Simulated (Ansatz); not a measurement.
**From O to Te: the dipole moment**

One atom is swapped for its congeners: C2H6O (dimethyl ether) `COC`; C2H6S (dimethyl sulfide) `CSC`; Se(CH3)2 (dimethyl selenide); Te(CH3)2 (dimethyl telluride). All are singlets with charge 0.

Shapes, held fixed at every level: PBE0-D4/def2-TZVP. Programs: Ansatz 0.2.0. Values in D.

```tsv
level	C2H6O	C2H6S	Se(CH3)2	Te(CH3)2
PBE-D4/def2-TZVPP	1.10	1.51	1.47	1.27
r2SCAN-D4/def2-TZVPP	1.15	1.60	1.58	1.37
B3LYP-D4/def2-TZVPP	1.21	1.52	1.48	1.24
wB97M-V/def2-TZVPP	1.22	1.51	1.48	1.23
measured	1.30	1.50	–	–
```

At wB97M-V/def2-TZVPP the dipole moment isn't monotonic: it is largest for S and smallest for O (1.51 and 1.22 D). 3 of 4 levels show this order throughout; 4 agree on the largest and the smallest. Measured values: NIST CCCBDB. The two largest values are nearly level. For atoms past krypton def2 sets carry core potentials with scalar relativity. Relativity is left out for Se unless named.

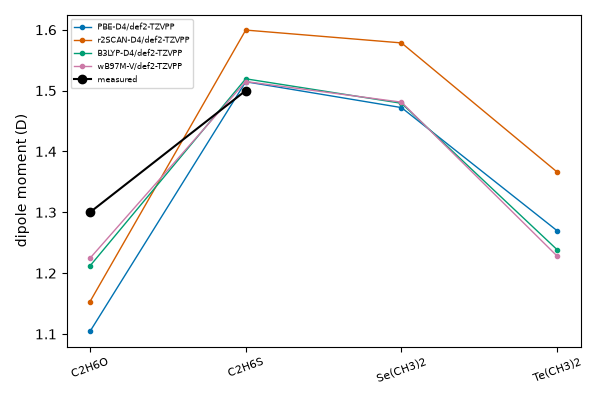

The trend along the series, level by level.
